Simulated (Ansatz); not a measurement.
# Electron scattering at the Σ5 (210) boundary in bcc Mo, part 2 of 3

How much does the Σ5 (210) boundary in bcc Mo reflect electrons?

Ansatz 0.2.0; Ansatz plane-wave DFT, PBE, PAW files; relaxation of a bicrystal slab with its lowest layers held; PAW set soft_1 (the session's first sound run).

So far. Step 2 (Relaxing the bicrystal): The largest force component on a free atom ends at 0.022 eV/Å, under the tolerance of 0.03, after 9 steps.

## Step 3: Transmission across the boundary

This step: Ansatz plane-wave DFT, PBE, PAW files; ballistic transport by layer matching (Landauer), zero bias; boundary relaxed in a short slab, bulk layers laid on; PAW set soft_1 (Ansatz 0.2.0).

System of this step: Σ5 (210) boundary in bcc Mo. The cell holds 61 atoms: 61 Mo. Its edges and angles: a = 7.037 Å, b = 3.147 Å, c = 50.580 Å, α = 90.0°, β = 90.0°, γ = 90.0°. It derives from Mo. Regions: lower grain, 25 atoms (25 Mo); boundary, 16 atoms (16 Mo); upper grain, 20 atoms (20 Mo). Vacuum lies along c.

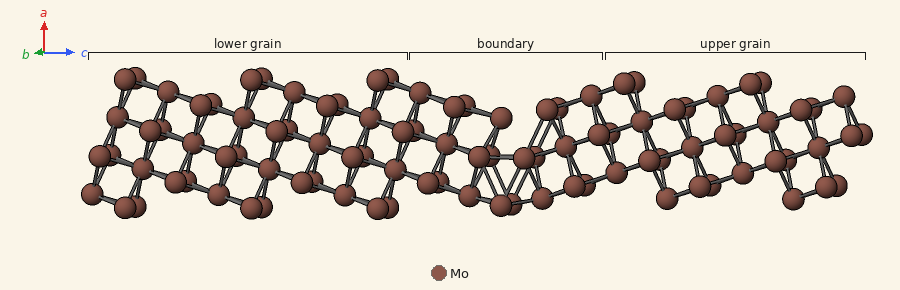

The cell of this step (molybdenum brown). Some periodic images of atoms are drawn too.

input.yaml

```yaml
crystal:
  lattice:
    - [7.0369059252, 0.0, 0.0]
    - [0.0, 3.147, 0.0]
    - [0.0, 0.0, 50.5801101702]
  atoms:
    - { symbol: Mo, position: [-9.9000000001, -16.5, 0.0790824691] }
    - { symbol: Mo, position: [-9.6000000001, -16.0, 0.0929948665] }
    - { symbol: Mo, position: [-9.3000000001, -15.5, 0.1069072639] }
    - { symbol: Mo, position: [-9.0000000001, -15.0, 0.1208196613] }
    - { symbol: Mo, position: [-8.7000000001, -14.5, 0.1347320587] }
    - { symbol: Mo, position: [-8.4000000001, -14.0, 0.148644456] }
    - { symbol: Mo, position: [-8.1000000001, -13.5, 0.1625568534] }
    - { symbol: Mo, position: [-7.8000000001, -13.0, 0.1764692508] }
    - { symbol: Mo, position: [-7.5000000001, -12.5, 0.1903816482] }
    - { symbol: Mo, position: [-7.2000000001, -12.0, 0.2042940456] }
    - { symbol: Mo, position: [-6.9000000001, -11.5, 0.218206443] }
    - { symbol: Mo, position: [-6.6000000001, -11.0, 0.2321188404] }
    - { symbol: Mo, position: [-6.3000000001, -10.5, 0.2460312377] }
    - { symbol: Mo, position: [-6.0000000001, -10.0, 0.2599436351] }
    - { symbol: Mo, position: [-5.7000000001, -9.5, 0.2738560325] }
    - { symbol: Mo, position: [-5.4000000001, -9.0, 0.2877684299] }
    - { symbol: Mo, position: [-5.1000000001, -8.5, 0.3016808273] }
    - { symbol: Mo, position: [-4.8, -8.0, 0.3155932247] }
    - { symbol: Mo, position: [-4.5, -7.5, 0.3295056221] }
    - { symbol: Mo, position: [-4.2, -7.0, 0.3434180194] }
    - { symbol: Mo, position: [-3.9, -6.5, 0.3573304168] }
    - { symbol: Mo, position: [-3.6, -6.0, 0.3712428142] }
    - { symbol: Mo, position: [-3.3, -5.5, 0.3851552116] }
    - { symbol: Mo, position: [-3.0, -5.0, 0.399067609] }
    - { symbol: Mo, position: [-2.7, -4.5, 0.4129800064] }
    - { symbol: Mo, position: [0.6, 0.0, 0.4268924038] }
    - { symbol: Mo, position: [0.8989435534, 0.5, 0.4400910426] }
    - { symbol: Mo, position: [0.1999400854, 0.0, 0.4544536197] }
    - { symbol: Mo, position: [0.5023962538, 0.5, 0.4693485911] }
    - { symbol: Mo, position: [0.795188754, 0.0, 0.4834159835] }
    - { symbol: Mo, position: [0.0980707953, 0.5, 0.494581656] }
    - { symbol: Mo, position: [0.4064693312, 0.0, 0.510751263] }
    - { symbol: Mo, position: [0.7055661983, 0.5, 0.5295900156] }
    - { symbol: Mo, position: [0.028509923, 0.0, 0.5348067171] }
    - { symbol: Mo, position: [0.3979113231, 0.0, 0.5602392003] }
    - { symbol: Mo, position: [0.0807007955, 0.5, 0.5748691603] }
    - { symbol: Mo, position: [0.7774364799, 0.0, 0.5856384489] }
    - { symbol: Mo, position: [0.4864027448, 0.5, 0.6006539878] }
    - { symbol: Mo, position: [0.1804442415, 0.0, 0.6156922187] }
    - { symbol: Mo, position: [0.8817125765, 0.5, 0.6288247876] }
    - { symbol: Mo, position: [0.5832312612, 0.0, 0.6426695832] }
    - { symbol: Mo, position: [-2.7167687388, -4.5, 0.6565819806] }
    - { symbol: Mo, position: [-3.0167687388, -5.0, 0.6704943779] }
    - { symbol: Mo, position: [-3.3167687389, -5.5, 0.6844067753] }
    - { symbol: Mo, position: [-3.6167687389, -6.0, 0.6983191727] }
    - { symbol: Mo, position: [-3.9167687389, -6.5, 0.7122315701] }
    - { symbol: Mo, position: [-4.2167687389, -7.0, 0.7261439675] }
    - { symbol: Mo, position: [-4.5167687389, -7.5, 0.7400563649] }
    - { symbol: Mo, position: [-4.8167687389, -8.0, 0.7539687623] }
    - { symbol: Mo, position: [-5.1167687389, -8.5, 0.7678811596] }
    - { symbol: Mo, position: [-5.4167687389, -9.0, 0.781793557] }
    - { symbol: Mo, position: [-5.7167687389, -9.5, 0.7957059544] }
    - { symbol: Mo, position: [-6.0167687389, -10.0, 0.8096183518] }
    - { symbol: Mo, position: [-6.3167687389, -10.5, 0.8235307492] }
    - { symbol: Mo, position: [-6.6167687389, -11.0, 0.8374431466] }
    - { symbol: Mo, position: [-6.9167687389, -11.5, 0.851355544] }
    - { symbol: Mo, position: [-7.2167687389, -12.0, 0.8652679413] }
    - { symbol: Mo, position: [-7.5167687389, -12.5, 0.8791803387] }
    - { symbol: Mo, position: [-7.8167687389, -13.0, 0.8930927361] }
    - { symbol: Mo, position: [-8.1167687389, -13.5, 0.9070051335] }
    - { symbol: Mo, position: [-8.4167687389, -14.0, 0.9209175309] }
kpoints:
  mp_grid: { grid: [4, 8, 1] }
hamiltonian:
  xc: pbe
  pseudopotentials: { kind: paw, azcp: { folder: soft_1 } }
scf:
  occupations: { method: fermi_dirac, width: 0.1 }
output:
  transmission:
    leads: [[13, 14], [49, 50]]
    kmesh: [10, 20]
    e_range: [-0.1, 0.1]
    de: 0.05
  write_potential: true
  write_density: true
  volumetric_format: npy
  elf: true
```

Started as:

```bash
ansatz run input.yaml --threads 8 --pin off --max-ram 15360MiB --backend cpu --events-out ev --progress --plain --runs-dir out
```

Numbers of over 12 decimals in the logs are rounded to 6 here.

The program printed:

```text
[...]
Crystal: 61 atoms, lattice volume = 1120.104 Å³
Basis set: ecut = 420 eV, 21853 PW (Γ)
Bands: 513, of which v1, the nominal top of the filled ones, is band 427 counted from 1 (426 counted from 0)
Symmetry: 2 space group operations
[...]
k-points: 15 of 32 (time reversal used)
[...]
SCF iter   1: F=—  HF=-302351.201252 eV  |F-HF|=—  |Δ(HF+E_count)|=         —  Δρ=9.99e-2  dr2=8.95e2  ethr=3.10e-3  ⟨swp⟩=6.2  Hψ=26712  notcnv=0
[...]
SCF iter  12: F=-302307.921001 eV  HF=-302307.921001 eV  |F-HF|=4.85e-8  |Δ(HF+E_count)|=   1.90e-8  Δρ=1.48e-6  dr2=6.42e-8  ethr=1.17e-11  ⟨swp⟩=12.3  Hψ=21778  notcnv=0
SCF 1 converged in 12 iterations: F = -302307.921001 eV  dr2 = 6.42e-8
[...]
transmission: 510 of 5082 steps passed
transmission: 1017 of 5082 steps passed
[...]
transmission: 5082 of 5082 steps passed
WARN: The input density's exchange-correlation potential varies sharply where the density is thin. Do not read a vacuum level from v_tot or v_xc, or from such a field of the output density. On a cell that repeats whose density bears no net charge and no dipole along the vacuum's axis use v_es (v_loc + v_h of the components); under efield.dipole_correction with no amplitude use v_es + v_field, which holds any external [...]
SCF converged after 12 iterations
Free energy (F): -302307.921001 eV
[...]
Internal energy: -302306.350809 eV  (E = F + TS)
E sigma→0 (E₀):  -302307.135905 eV
Entropy (-TS):   -1.570192 eV (-25.741 meV/atom)
Fermi energy:    17.341078 eV
[...]
--- Band table (eV; the first three rows and the last of 15) ---
  k-point 0: bands = [... 423 lower, 16.9381, 16.9564, 16.9953, 16.9962, 17.0521, 17.1158, 17.1399, 17.2010, ... 82 higher]
  k-point 1: bands = [... 423 lower, 16.9629, 17.0149, 17.0427, 17.1700, 17.1911, 17.2092, 17.2640, 17.2829, ... 82 higher]
  k-point 2: bands = [... 423 lower, 16.9170, 17.0089, 17.0550, 17.1466, 17.2962, 17.3982, 17.4212, 17.5759, ... 82 higher]
  k-point 14: bands = [... 423 lower, 17.7537, 17.7715, 17.8347, 17.8653, 17.8771, 17.8895, 17.9083, 17.9263, ... 82 higher]
--- Transmission ---
  basis      : 193 plane waves across, 77 finite elements along
  points     : 66, standing for a mesh of 10 x 20
  energies   : 5 from -0.100000 to 0.100000 eV about the Fermi level, 0.050000 eV apart; the leads are filled to 0.000000 eV, and channels, transmission and decay are at 0.000000 eV
  crystal 0  : Mo4, at the sites [13, 14], period 2.8148 Å, over 18.30 Å; its Hamiltonian steps by up to 28.1 meV: too much for a lead, lay more layers or, if its atoms are ordered, name the step of that order
    offset         : up to 0.0000 Å between an atom of the period and one for which it stands
    channels       : 3.410000e0 a spin
    conductance    : none, the energies end too early or step too widely for 300 K: set another output.transmission.e_range or a lower de, or, where they end at an eighth of basis.ecutwfc, a higher one
    slowest decay  : 0.0524 /Å at (0.5000, 0.2000)
[...]
channels       : 3.400000e0 a spin
[...]
slowest decay  : 0.0548 /Å at (0.5000, 0.2000)
  junction   : crystal 0 to crystal 1, 12.80 to 37.78 Å
    transmission   : 1.749233e0 a spin
[...]
```

Elapsed: 15 min, on 8 threads of Intel Xeon at 2.50GHz (Skylake/Cascade Lake), shared host; peak memory 10 GiB; 1.7 h of CPU time.

Numbers from this step:

| Item | Value |
| --- | --- |
| free energy | -302307.9210 eV |
| energy at zero smearing | -302307.1359 eV |
| Fermi energy | 17.34 eV |
| cell area | 22.15 Å² |
| transmission per spin nearest the Fermi level | 1.749 |
| open channels per spin nearest the Fermi level | 3.41 |
| open channels per spin, upper lead | 3.4 |
| step of the lead's potential | 28.1 meV |
| step of the upper lead's potential | 28.6 meV |

Per spin. The transmission, zone mean by energy, zero at the Fermi level:

| energy (eV) | transmission, zone mean |
| --- | --- |
| -0.1000 | 1.73 |
| -0.0500 | 1.73 |
| 0.0000 | 1.75 |
| 0.0500 | 1.81 |
| 0.1000 | 1.88 |

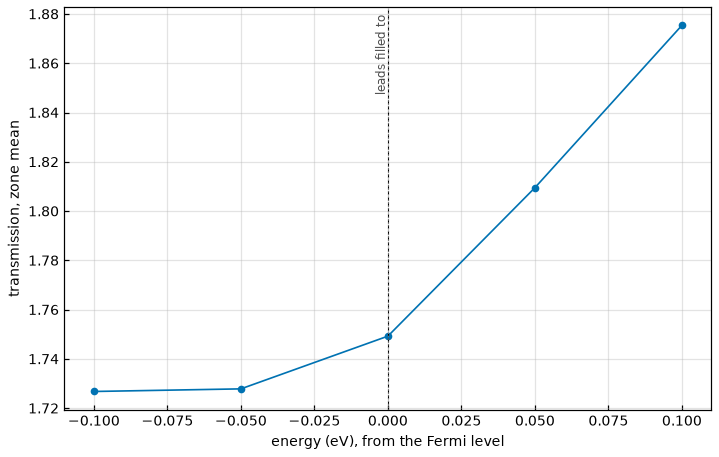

Transmission, zone mean, plotted against energy.

Per spin. The open channels, zone mean by energy, zero at the Fermi level:

| energy (eV) | lead | upper lead |
| --- | --- | --- |
| -0.1000 | 3.47 | 3.45 |
| -0.0500 | 3.4 | 3.4 |
| 0.0000 | 3.41 | 3.4 |
| 0.0500 | 3.67 | 3.63 |
| 0.1000 | 3.68 | 3.68 |

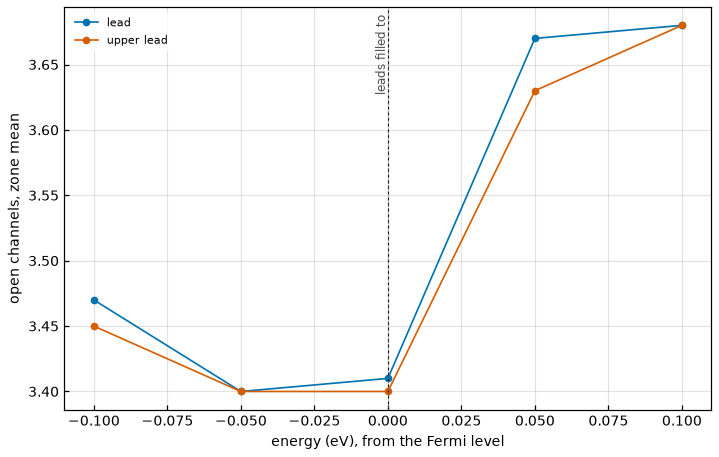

Open channels, zone mean, plotted against energy.

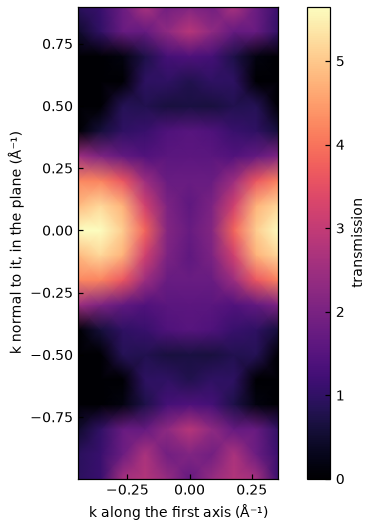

Transmission over k1 and k2. At 0.0000 eV from the Fermi level.

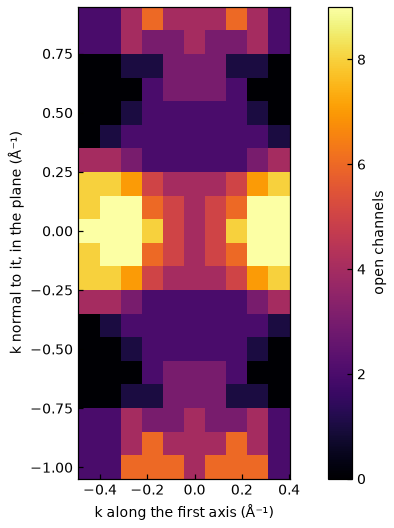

Open channels over k1 and k2. At 0.0000 eV from the Fermi level.

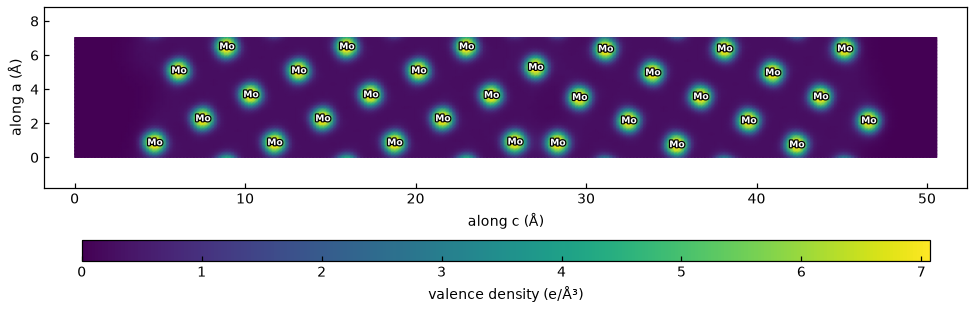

Valence density in the ca plane at fractional y = 0.000, with atoms of Mo within 0.2 Å of it. It is the smooth field of the valence electrons, not physical close to the nuclei. The map starts off the cell's origin, so that atoms lie inside it.

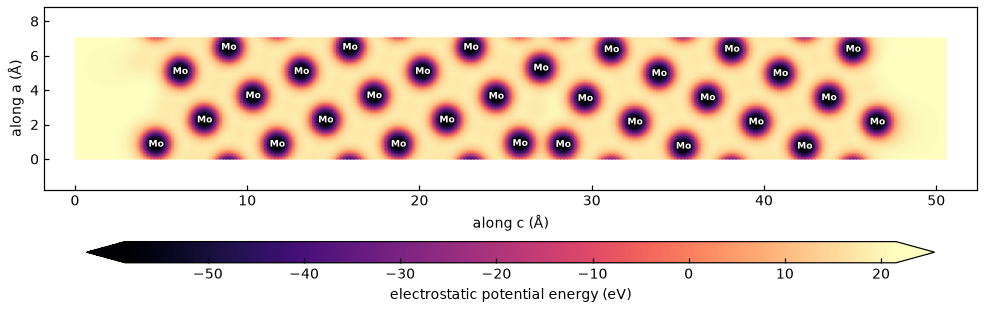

Electrostatic potential energy in the ca plane at fractional y = 0.000, with atoms of Mo within 0.2 Å of it. With pseudopotentials it is smooth inside the atoms' cores, unlike the true potential. The map starts off the cell's origin, so that atoms lie inside it.

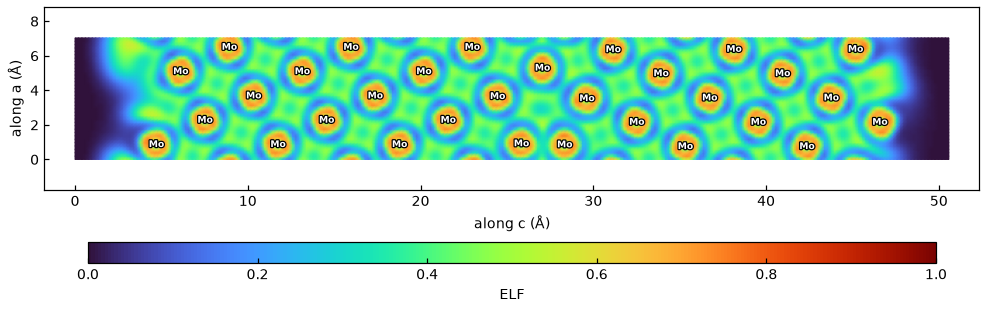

ELF in the ca plane at fractional y = 0.000, with atoms of Mo within 0.2 Å of it. It is the smooth field of the valence electrons, not physical close to the nuclei. The map starts off the cell's origin, so that atoms lie inside it.

Over the solved energies the transmission per spin lies between 1.73 and 1.88, out of 3.53 channels of the lead on average (up to 3.68). The log calls the step of a lead's potential too much.

## Step 4: Specific resistance

This step: Ansatz plane-wave DFT, PBE, PAW files; ballistic transport by layer matching (Landauer), zero bias; specific resistance of the boundary; PAW set soft_1 (Ansatz 0.2.0).

Numbers from this step:

```
area resistance                      : 0.7955 fΩ m²
T over the leads' mean channel count : 0.5052
```

Averaged over the energies near the Fermi level, 50.5 % of the channels pass, which makes 0.796 fΩ m².

By hand, with T and the leads' channels N averaged over the energies near the Fermi level: RA = A (h/2e²)(1/T − ½[1/N₁ + 1/N₂]) = 22.15×10⁻²⁰ m² × 12 906 Ω × (1/1.778 − ½[1/3.526 + 1/3.512]) = 0.796 fΩ m².

(Continued in part 3 of 3.)

[Logs are printed without paths, hosts, clocks, repeated set-up lines and the standing remarks that a program may print on its own settings, such as how far it seeks lower states.]

[Hosts, paths, dates, database ids (printed as entryN), source tags and the programs' standing remarks are cut or masked in the printed files.]
